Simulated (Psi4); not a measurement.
# InSiH4F (SMILES [F][InH][SiH3]): HF/STO-3G

What is the vertical singlet–triplet gap of InSiH4F at HF/STO-3G? 

The results are computed with Psi4 1.11.

2 further runs of the same task are left out: 2 set aside as unsound or not needed. Runs told in other sessions of the task aren't counted.

### Step 1. The system as given

InSiH4F has 7 atoms, charge 0, and is taken as a singlet. As SMILES, `[F][InH][SiH3]`. The shape is that of a PBE0-D4/def2-TZVP optimisation.

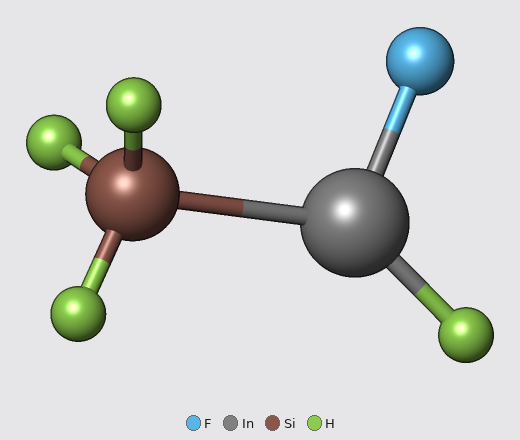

Viewed from a chosen angle; fluorine blue, indium grey, silicon brown, hydrogen green.

### Step 2. Energy and forces at HF/STO-3G

input.in

```
memory 2.2 GB

molecule molecule1 {
  F     -0.196000    -2.340000     1.298800
  In    -0.756000    -1.164900    -0.176800
  Si     0.528000     1.043100    -0.028600
  H     -1.937800    -1.965900    -1.125300
  H      1.986000     0.765900    -0.108800
  H      0.226000     1.696000     1.272200
  H      0.149800     1.965800    -1.131400
  symmetry c1
  no_reorient
  no_com
}

set basis STO-3G
set puream true
set e_convergence 1e-09
set d_convergence 1e-08
set scf_type pk

energy_value, wavefunction = gradient('hf', return_wfn=True)
oeprop(wavefunction, 'LOWDIN_CHARGES', 'MULLIKEN_CHARGES', 'DIPOLE', title='HF')
print_variables()
```

On the command line:

```console
psi4 -n 1 input.in input.out
```

input.out:

```text
[...]
  Running in c1 symmetry.
[...]
  Nuclear repulsion =  339.372987194202381
[...]
  Multiplicity = 1
[...]
  Nalpha       = 38
  Nbeta        = 38
[...]
    Number of basis functions: 45
[...]
   @RHF iter   1: -6068.62536861816261   -4.38037e+00   1.06448e-02 DIIS/ADIIS
[...]
   @RHF iter  11: -6068.84956971411975   -1.81899e-12   1.58215e-09 DIIS
[...]
  @RHF Final Energy: -6068.84956971411975
   => Energetics <=
    Nuclear Repulsion Energy =            339.3729871942023806
    One-Electron Energy =               -9089.2796310895191709
    Two-Electron Energy =                2681.0570741811957305
    Total Energy =                      -6068.8495697141206620
[...]
  -Total Gradient:
     Atom            X                  Y                   Z
    ------   -----------------  -----------------  -----------------
       1        0.011121107401    -0.022986900711     0.029071020115
       2        0.004069393871     0.033658632880    -0.017120445570
       3        0.000571487503    -0.004674352675     0.003615859802
       4       -0.024469876886    -0.021337147085    -0.016503164941
       5        0.030297790808    -0.010750384457    -0.002245940424
       6       -0.009573079744     0.010334249921     0.029059407496
       7       -0.012016822547     0.015755902188    -0.025876736120
[...]
 Multipole Moments:
 ------------------------------------------------------------------------------------
     Multipole            Electronic (a.u.)      Nuclear  (a.u.)        Total (a.u.)
 ------------------------------------------------------------------------------------
 L = 1.  Multiply by 2.5417464519 to convert [e a0] to [Debye]
 Dipole X            :         58.3558332          -58.5663921           -0.2105589
 Dipole Y            :        115.7982341         -115.4148341            0.3834000
 Dipole Z            :         -3.4126205            2.8956273           -0.5169931
 Magnitude           :                                                    0.6772093
[...]
  Mulliken Charges: (a.u.)
   Center  Symbol    Alpha    Beta     Spin     Total
       1     F     4.67738  4.67738  0.00000 -0.35476
       2    IN    24.20584 24.20584  0.00000  0.58832
       3    SI     6.77941  6.77941  0.00000  0.44117
       4     H     0.59464  0.59464  0.00000 -0.18927
       5     H     0.58012  0.58012  0.00000 -0.16024
       6     H     0.58018  0.58018  0.00000 -0.16036
       7     H     0.58243  0.58243  0.00000 -0.16487
   Total alpha = 38.00000, Total beta = 38.00000, Total charge =  0.00000
  Lowdin Charges: (a.u.)
[...]
```

Run time: 2 s. Hardware: 1 thread of Intel Xeon 6975P-C (Granite Rapids), shared host; peak memory 0.2 GiB.

### Step 3. The triplet, same level

fh4insi.json

```json
{
 "schema_name": "qcschema_input",
 "schema_version": 1,
 "molecule": {
  "schema_name": "qcschema_molecule",
  "schema_version": 2,
  "symbols": ["F", "In", "Si", "H", "H", "H", "H"],
  "geometry": [-0.37038632, -4.42195913, 2.45437629, -1.42863295, -2.20134196, -0.33410358, 0.99777539, 1.97117332, -0.05404617, -3.66191128, -3.71501259, -2.12650881, 3.75299608, 1.44734124, -0.2056022, 0.4270781, 3.20497551, 2.40410958, 0.28308097, 3.71482362, -2.13803614],
  "molecular_charge": 0,
  "molecular_multiplicity": 3,
  "fix_symmetry": "c1",
  "fix_com": true,
  "fix_orientation": true
 },
 "driver": "gradient",
 "model": {
  "method": "scf",
  "basis": "STO-3G"
 },
 "keywords": {
  "reference": "uhf",
  "puream": true,
  "e_convergence": 1e-09,
  "d_convergence": 1e-08,
  "scf_type": "pk",
  "maxiter": 100
 }
}
```

On the command line:

```console
psi4 --qcschema fh4insi.json -n 1 --memory 2200MB
```

stdout:

```text
[...]
  Running in c1 symmetry.
[...]
  Nuclear repulsion =  339.372987446637296
[...]
  Multiplicity = 3
[...]
  Nalpha       = 39
  Nbeta        = 37
[...]
    Number of basis functions: 45
[...]
   @UHF iter   1: -6068.06104235756357   -3.81604e+00   1.26561e-02 ADIIS/DIIS
[...]
   @UHF iter  29: -6068.68132207421058    1.81899e-11   6.01245e-09 DIIS
[...]
   @S^2 Observed:                2.022231450E+00
[...]
  @UHF Final Energy: -6068.68132207421058
   => Energetics <=
    Nuclear Repulsion Energy =            339.3729874466372962
    One-Electron Energy =               -9088.4224846548750065
    Two-Electron Energy =                2680.3681751340282062
    Total Energy =                      -6068.6813220742096746
  UHF NO Occupations:
  HONO-2 :   37  A 1.9930543
  HONO-1 :   38  A 1.0000000
  HONO-0 :   39  A 1.0000000
  LUNO+0 :   40  A 0.0069457
  LUNO+1 :   41  A 0.0029503
[...]
 Multipole Moments:
 ------------------------------------------------------------------------------------
     Multipole            Electronic (a.u.)      Nuclear  (a.u.)        Total (a.u.)
 ------------------------------------------------------------------------------------
 L = 1.  Multiply by 2.5417464519 to convert [e a0] to [Debye]
 Dipole X            :         58.8233824          -58.5663921            0.2569903
 Dipole Y            :        114.7848917         -115.4148340           -0.6299423
 Dipole Z            :         -2.1599903            2.8956272            0.7356370
 Magnitude           :                                                    1.0020145
[...]
  -Total Gradient:
     Atom            X                  Y                   Z
    ------   -----------------  -----------------  -----------------
       1       -0.010471916827     0.024110400994    -0.029001251432
       2        0.035247527792    -0.036479277488     0.068227520464
       3       -0.001737083347     0.010578915956    -0.009426429251
       4       -0.030313997868    -0.010422938405    -0.031012154167
       5        0.028459264123    -0.014338302009    -0.003171475343
       6       -0.012242236800     0.007167447304     0.028796357029
       7       -0.008941556412     0.019383754629    -0.024412567336
[...]
```

The result, in JSON:

```text
{
 "driver": "gradient",
 "model": {
  "method": "scf",
  "basis": "STO-3G"
 },
 "success": true,
 "return_result": [-0.010471916827207495, 0.024110400993720707, -0.02900125143181835, 0.035247527791904876, -0.036479277487976726, 0.06822752046396263, -0.0017370833472430333, 0.010578915956300873, -0.009426429251042992, -0.030313997867711356, -0.010422938404624577, -0.031012154166922073, 0.028459264122529665, -0.01433830200937513, -0.0031714753425197556, -0.012242236800358061, 0.007167447304292085, 0.028796357028980923, -0.008941556412382937, 0.019383754629426625, -0.0244125673357925],
 "properties": {
  "calcinfo_nbasis": 45,
  "calcinfo_nmo": 45,
  "calcinfo_nalpha": 39,
  "calcinfo_nbeta": 37,
  "calcinfo_natom": 7,
  "nuclear_repulsion_energy": 339.3729874466373,
  "return_energy": -6068.681322074211,
  "return_gradient": [-0.010471916827207495, 0.024110400993720707, -0.02900125143181835, 0.035247527791904876, -0.036479277487976726, 0.06822752046396263, -0.0017370833472430333, 0.010578915956300873, -0.009426429251042992, -0.030313997867711356, -0.010422938404624577, -0.031012154166922073, 0.028459264122529665, -0.01433830200937513, -0.0031714753425197556, -0.012242236800358061, 0.007167447304292085, 0.028796357028980923, -0.008941556412382937, 0.019383754629426625, -0.0244125673357925],
  "scf_one_electron_energy": -9088.422484654875,
  "scf_two_electron_energy": 2680.368175134028,
  "scf_dipole_moment": [0.2569903220451124, -0.629942280799554, 0.7356369880182774],
  "scf_total_energy": -6068.681322074211,
  "scf_total_gradient": [-0.010471916827207495, 0.024110400993720707, -0.02900125143181835, 0.035247527791904876, -0.036479277487976726, 0.06822752046396263, -0.0017370833472430333, 0.010578915956300873, -0.009426429251042992, -0.030313997867711356, -0.010422938404624577, -0.031012154166922073, 0.028459264122529665, -0.01433830200937513, -0.0031714753425197556, -0.012242236800358061, 0.007167447304292085, 0.028796357028980923, -0.008941556412382937, 0.019383754629426625, -0.0244125673357925],
  "scf_iterations": 29
 }
}
```

Wall time 2.2 s (1 thread of Intel Xeon 6975P-C (Granite Rapids), shared host); peak memory 0.19 GiB.

### Step 4. Outcome

Level: HF/STO-3G.

```
                                        quantity           value
                           singlet: total energy  -6068.84957 Eh
                          singlet: dipole moment          1.72 D
                            singlet: HOMO energy        -7.27 eV
                            singlet: LUMO energy         5.70 eV
                          singlet: HOMO–LUMO gap        12.97 eV
               singlet: largest force on an atom      1.990 eV/Å
                           triplet: total energy  -6068.68132 Eh
                          triplet: dipole moment          2.55 D
     triplet: HOMO energy (highest over α and β)        -1.93 eV
      triplet: LUMO energy (lowest over α and β)         2.06 eV
                                   triplet: ⟨S²⟩           2.022
               triplet: largest force on an atom      4.372 eV/Å
vertical energy of the triplet above the singlet        4.578 eV
```

In words: At this shape the triplet lies 4.58 eV (106 kcal/mol) above the singlet. The largest force (singlet) is 1.99 eV/Å: the shape isn't a stationary point for this species at this level. In a minimal basis such a difference can be off by several eV, whatever the method. With no_com the log's rotational constants are taken about the origin, not the centre of mass, so they aren't the molecule's. Mulliken charges (singlet) run from -0.35 on F1 to +0.59 on In2. Relativity is left out (singlet) although the molecule holds a heavy atom.
